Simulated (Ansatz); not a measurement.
```xyz
6
Lattice="4.2756 0.0000 0.0000 -2.1378 3.7028 0.0000 0.0000 0.0000 10.8769" Properties=species:S:1:pos:R:3 pbc="T T T"
C     0.0000    0.0000    0.0193
Sn    2.1378    1.2343    7.5211
Sn    0.0000    2.4685    3.4864
Sn    2.1378    1.2343   10.3987
Sn    0.0000    2.4685    6.2831
Sn    0.0000    0.0000    2.2031
```

Space group P3m1; started from the ordered alloy on diamond lattice prototype, which need not be the ambient phase.

Method: DFT, r2SCAN, plane waves, PAW in Ansatz.

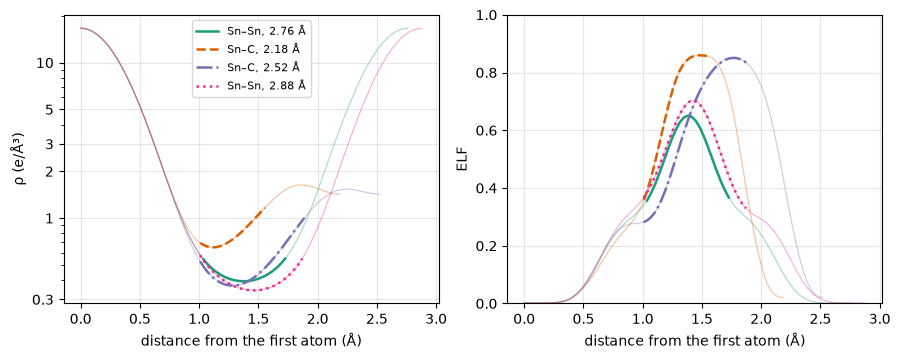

Sn₅C. Valence electron density and electron localisation function along straight lines between neighbouring atoms. Thin, pale parts lie inside the atomic spheres.

In a PAW calculation such maps are meaningful between the atoms, not at the nuclei.

### Compare the contacts.

Sn–Sn (2.76 Å): ρ is about 0.39 e/Å³ halfway; the ELF peaks at about 0.65 between the atoms.
Sn–C (2.18 Å): the density is about 0.65 e/Å³ at the midpoint; the ELF peaks at about 0.85 in the valence shell of C, 0.7 Å from its nucleus, and is about 0.45 at the midpoint.
Sn–C (2.52 Å): ρ is about 0.37 e/Å³ halfway; the ELF peaks at about 0.85 in the valence shell of C, 0.8 Å from its nucleus, and is about 0.50 at the midpoint.
Sn–Sn (2.88 Å): ρ at the midpoint is about 0.34 e/Å³; the ELF peaks at about 0.70 between the atoms.
